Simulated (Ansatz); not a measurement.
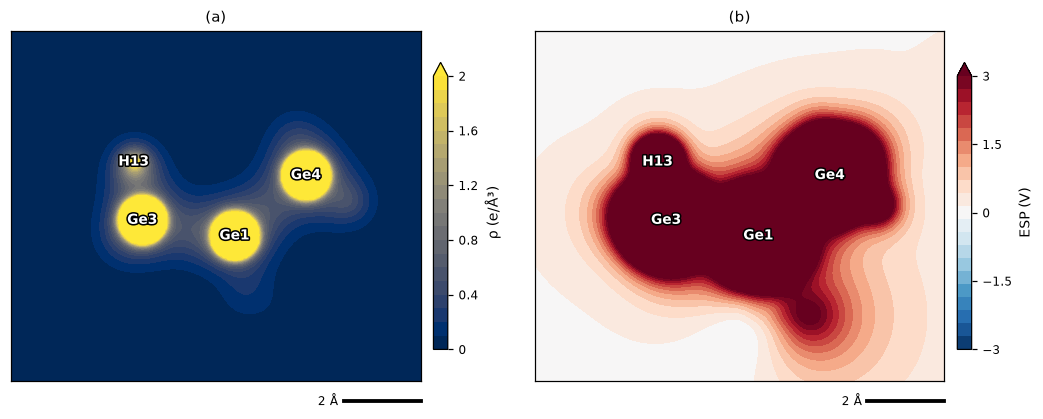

The picture shows: FGe3H8O···GeH3. (a) total electron density; (b) electrostatic potential on the plane of atoms Ge1, Ge3 and H13.

A transition-state structure; geometry: PBE0-D4/def2-TZVP.

Level of theory: Ansatz, RKS PBE0-D4/def2-TZVPP.

The calculation's input:

```
crystal:
  periodic: [false, false, false]
  atoms:
    - {symbol: Ge, position_ang: [-1.033684, -0.127582, -0.155574]}
    - {symbol: Ge, position_ang: [2.080387, -0.354686, -0.025648]}
    - {symbol: Ge, position_ang: [-0.663153, 1.591223, -1.837347]}
    - {symbol: Ge, position_ang: [-0.779982, -0.037162, 2.262029]}
    - {symbol: F, position_ang: [-2.730402, -0.607223, -0.322724]}
    - {symbol: H, position_ang: [0.558565, -1.591213, -0.586752]}
    - {symbol: O, position_ang: [-0.474342, -1.836644, -0.902118]}
    - {symbol: H, position_ang: [2.740652, -0.728032, 1.330432]}
    - {symbol: H, position_ang: [3.191740, -0.579716, -1.086796]}
    - {symbol: H, position_ang: [1.988743, 1.201671, 0.056097]}
    - {symbol: H, position_ang: [-1.996432, 1.834265, -2.558649]}
    - {symbol: H, position_ang: [0.407921, 1.107204, -2.819373]}
    - {symbol: H, position_ang: [-0.207049, 2.861293, -1.112195]}
    - {symbol: H, position_ang: [0.431245, 0.822496, 2.628467]}
    - {symbol: H, position_ang: [-2.066643, 0.544364, 2.869013]}
    - {symbol: H, position_ang: [-0.586206, -1.483742, 2.740027]}
    - {symbol: H, position_ang: [-0.861359, -2.616616, -0.478789]}
basis:
  gaussian: {orbitals: def2-TZVPP}
hamiltonian: {xc: pbe0, dispersion: d4}
output: {orbitals: {seedname: orbitals}}
```

Command:

```sh
ansatz run in.yaml --threads 4 --pin off --events-out ev --progress --plain --max-ram 63488MiB --backend cuda --devices 0, --max-vram 37GiB
```

**What do the fields say about this system?**

- The section cuts through Ge and H sites.
- Ge–Ge (2.43 Å): ρ at the midpoint is about 0.59 e/Å³.
- Ge–H (1.53 Å): ρ at the midpoint is about 1.1 e/Å³.
- The potential has no marked negative region in this plane.
